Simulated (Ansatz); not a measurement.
# CH2Cl2FIn: what the fields show

| atom | x (Å) | y (Å) | z (Å) |
| --- | --- | --- | --- |
| C | 0.9984 | 0.4560 | 0.4363 |
| Cl | -1.9360 | 2.8158 | -0.7669 |
| Cl | -2.2697 | -1.0338 | -1.3568 |
| F | 1.3674 | -0.8534 | 0.4754 |
| In | -0.9497 | 0.7014 | -0.5080 |
| H | 1.7320 | 1.0437 | -0.1398 |
| H | 0.9355 | 0.8669 | 1.4574 |

Geometry: PBE0-D3(BJ)/def2-SVP; core potentials replace the inner electrons of In.

Method: isolated molecule in a Gaussian basis; Kohn-Sham density functional theory, functional PBE0 (Ansatz).

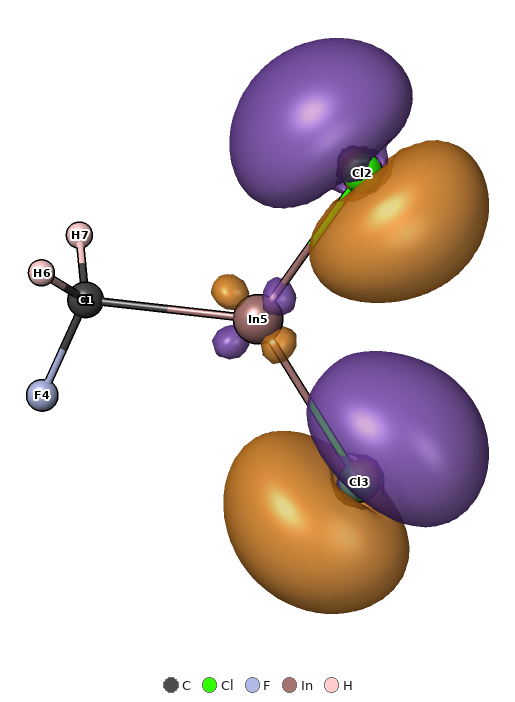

Figure 1. The HOMO−1 at ±0.08 Å⁻³ᐟ² (orange and purple are the two phases), seen at a tilt.

Where does this orbital lie, and at what energy?

Its weight (Hirshfeld) is mainly on Cl3 (about 50 %) and Cl2 (about 45 %); largely a combination of lone pairs on Cl3 and Cl2. Its energy is −8.90 eV.

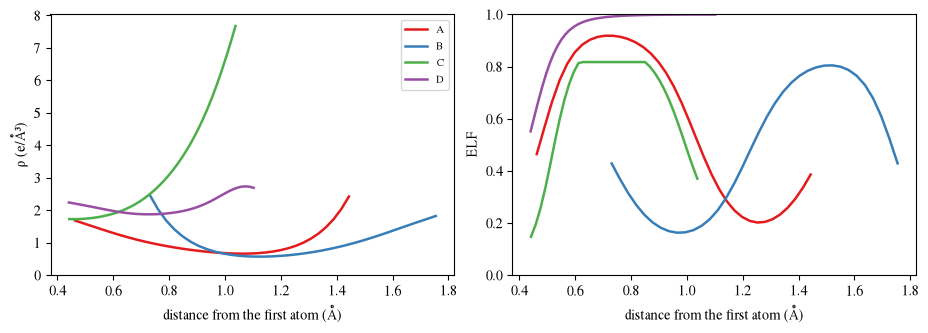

Figure 2. Electron density and electron localisation function along straight lines between neighbouring atoms. The curves leave out the atomic cores.

Which curve belongs to which contact (C–F, C–H, C–In and In–Cl)? The first atom named is at distance zero.

Curve A: C–In (2.18 Å): the density is about 0.67 e/Å³ at the midpoint; the ELF peaks at about 0.90 in the valence shell of C, 0.7 Å from its nucleus, and drops to about 0.20 between the two atoms. Curve B: In–Cl (2.34 Å): ρ at the midpoint is about 0.58 e/Å³; the ELF peaks at about 0.80 in the valence shell of Cl, 0.8 Å from its nucleus, and drops to about 0.15 between the two atoms. Curve C: C–F (1.36 Å): the density is about 2.2 e/Å³ at the midpoint, with its minimum of 1.7 e/Å³ about 0.5 Å from C; the ELF peaks at about 0.80 between the atoms; a polar covalent bond. Curve D: C–H (1.10 Å): ρ is about 2.1 e/Å³ halfway; the ELF climbs to about 1 towards the hydrogen, as it does in any bond to H: a covalent bond by its length.

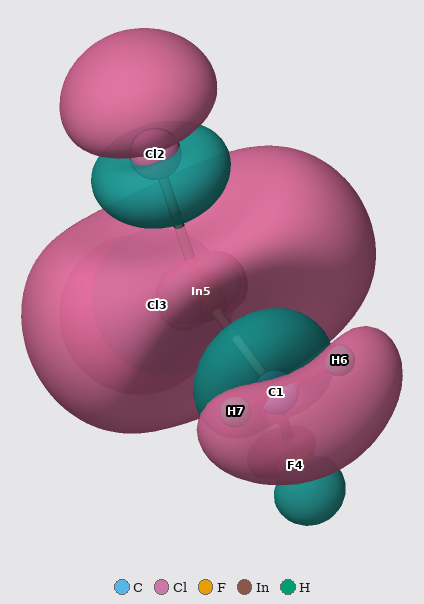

Figure 3. The LUMO at ±0.05 Å⁻³ᐟ² (teal and pink are the two phases), seen at an oblique angle.

Where does this orbital lie, and at what energy?

It lies mainly on In5 (about 45 %), C1 (about 15 %), Cl3 (about 15 %) and Cl2 (about 15 %). Its energy is −2.15 eV.
